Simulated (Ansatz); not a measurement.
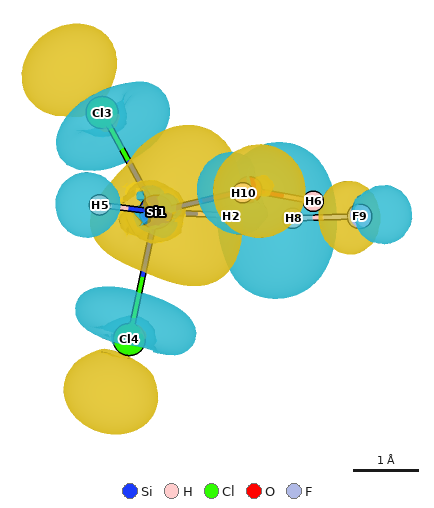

Figure 1: Cl2H4OSi···HF. The LUMO at ±0.1 Å⁻³ᐟ² (yellow and cyan are the two phases), seen from one side.

A transition-state structure; geometry: PBE0-D4/def2-TZVP.

These are results of Ansatz, RKS PBE0-D4/def2-TZVPP, not measurements.

Input file:

```
crystal:
  periodic: [false, false, false]
  atoms:
    - {symbol: Si, position_ang: [-0.662425, -0.556645, -0.378809]}
    - {symbol: H, position_ang: [0.962570, -0.841533, -0.072800]}
    - {symbol: Cl, position_ang: [-0.215284, -1.198739, -2.287239]}
    - {symbol: Cl, position_ang: [-1.037184, -1.938865, 1.108377]}
    - {symbol: H, position_ang: [-2.061762, -0.124499, -0.622709]}
    - {symbol: H, position_ang: [0.785450, 1.206518, 0.576868]}
    - {symbol: O, position_ang: [-0.224616, 1.098323, 0.095261]}
    - {symbol: H, position_ang: [1.502778, -0.174523, 0.403380]}
    - {symbol: F, position_ang: [1.886996, 0.809763, 0.907797]}
    - {symbol: H, position_ang: [-0.936522, 1.720101, 0.269873]}
basis:
  gaussian: {orbitals: def2-TZVPP}
hamiltonian: {xc: pbe0, dispersion: d4}
output: {orbitals: {seedname: orbitals}}
```

Run with:

```sh
ansatz run in.yaml --threads 8 --pin off --events-out ev --progress --plain --max-ram 19148MiB
```

Question: Describe this orbital and give its energy.

Answer: It lies mainly on Si1 (about 30 %), Cl3 (about 15 %), Cl4 (about 10 %), H8 (about 10 %), H2 (about 10 %) and F9 (about 5 %). Its energy is −0.36 eV.
